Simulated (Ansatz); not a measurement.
**Mn5Ge3: pressure series**

Start from Mn₅Ge₃ (space group P6_3/mcm, No. 193; ferromagnetic; a cell from a computed database, its experimental status unchecked).

```xyz
16
Lattice="7.0124 0.0000 0.0000 -3.5062 6.0729 0.0000 0.0000 0.0000 4.8743" Properties=species:S:1:pos:R:3 pbc="T T T"
Mn     0.8592     1.4881     3.6558
Mn     2.6470     4.5848     1.2186
Mn    -0.8592     1.4881     1.2186
Mn    -2.6470     4.5848     3.6558
Mn     5.2941     0.0000     3.6558
Mn     1.7183     0.0000     1.2186
Mn     0.0000     4.0486     0.0000
Mn     3.5062     2.0243     0.0000
Mn     3.5062     2.0243     2.4372
Mn     0.0000     4.0486     2.4372
Ge     4.2518     0.0000     1.2186
Ge     2.7606     0.0000     3.6558
Ge     2.1259     3.6822     3.6558
Ge     1.3803     2.3907     1.2186
Ge    -2.1259     3.6822     1.2186
Ge    -1.3803     2.3907     3.6558
```

Cell and atoms are relaxed at each pressure.

Level of theory: DFT with PBEsol, PAW potentials and a 420 eV plane-wave cutoff in Ansatz (a program for electronic structure), spin-orbit coupling left out.

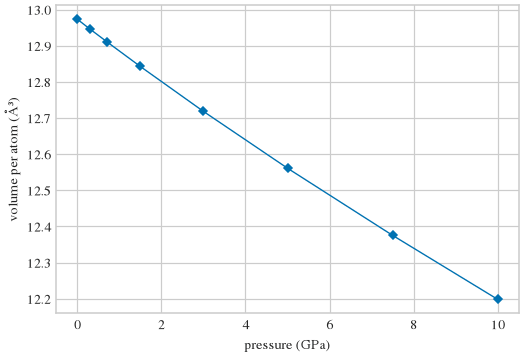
Figure. Volume per atom against pressure

### Question
From the plot, what is the volume per atom for pressure 7.5 GPa?

### Answer
About 12.38 Å³.

### Question
Is the trend monotonic over the range shown?

### Answer
Yes, it falls throughout, spanning 12.20 Å³ to 12.97 Å³.

Other magnetic orders, which the real material may have, were not ruled out. Load acts through the strain it causes; cell and atoms are relaxed under it. Stability against distortions was not tested. No other phases were tried under pressure.
